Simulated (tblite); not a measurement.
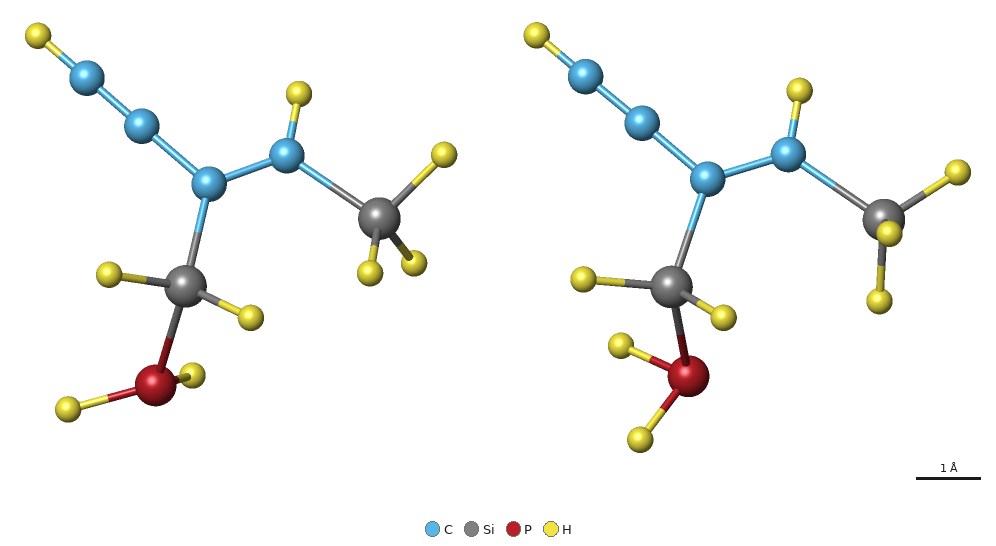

Two geometries of C4H9PSi2, drawn at one scale. One is the start of a relaxation, the other its converged end. The picture is a ball-and-stick view, seen at a tilt.

These are results of GFN2-xTB geometry optimisation, gas phase (tblite 0.8.0), not measurements. 

Which one is relaxed?

Answer. The right one is the relaxed one. The energy falls by 1.260 eV in 196 geometry steps. An H atom moves most after the best rigid fit: 1.28 Å. Largest moves by element: H 1.28 Å, P 0.71 Å, Si 0.23 Å, C 0.12 Å. Some distances before and after: Si–Si 3.294 → 3.548 Å, C–Si 1.814 → 1.898 Å, P–Si 2.177 → 2.245 Å, C–C 1.472 → 1.411 Å. Bond angles that change, for instance: H–P–H 114.0° → 92.3°, Si–P–H 115.2° → 95.1°, Si–P–H 114.4° → 94.8°. Groups turn about C–Si by about 40°. Cost: 1.7 s on 1 thread of Arm Neoverse V1 (shared host).
